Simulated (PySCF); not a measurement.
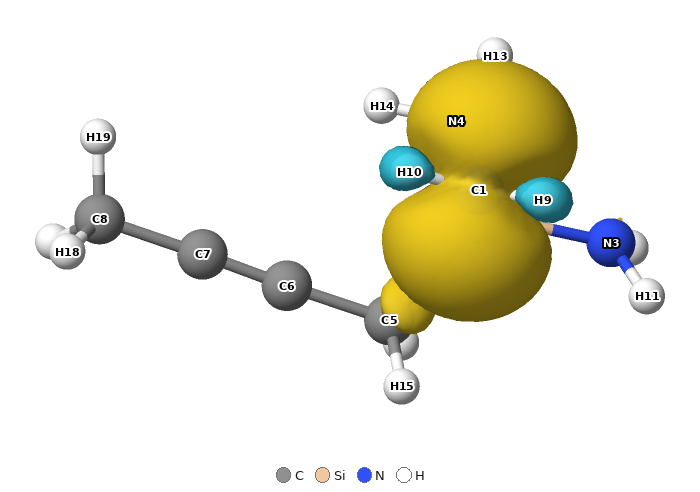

Figure 1: C5H11N2Si (SMILES [CH2][Si](N)(N)CC#CC) (doublet). Isosurfaces of the spin density at +0.015 (yellow) and −0.015 e/Å³ (cyan), seen from one side.

Geometry: GFN2-xTB.

Computed with UKS B3LYP, pcH-1 on C H N Si, non-relativistic, mean-field spin-orbit, GIAO in PySCF 2.14.0, density-fitted response routines.

```xyz
19

C    -1.5229    0.3503    1.7313
Si   -1.4372    0.2881   -0.1131
N    -2.8887    1.0026   -0.7234
N    -1.3723   -1.2448   -0.9241
C     0.2118    1.1253   -0.6854
C     1.3652    0.3596   -0.2944
C     2.3028   -0.3077    0.0456
C     3.4571   -1.0846    0.4513
H    -2.3136    0.8456    2.2657
H    -0.7294   -0.0287    2.3510
H    -3.1558    1.9133   -0.3917
H    -3.0742    0.9244   -1.7093
H    -2.1233   -1.8935   -0.7503
H    -0.4898   -1.7304   -0.8942
H     0.2910    2.1297   -0.2658
H     0.1977    1.2166   -1.7732
H     4.1666   -1.1658   -0.3729
H     3.9531   -0.6028    1.2944
H     3.1521   -2.0880    0.7511
```

Question: Where is the unpaired spin?

Answer: The unpaired spin (1 electron) lies mostly on C1 (about 0.7) and Si2 (about 0.1), in electrons by Hirshfeld's partition.
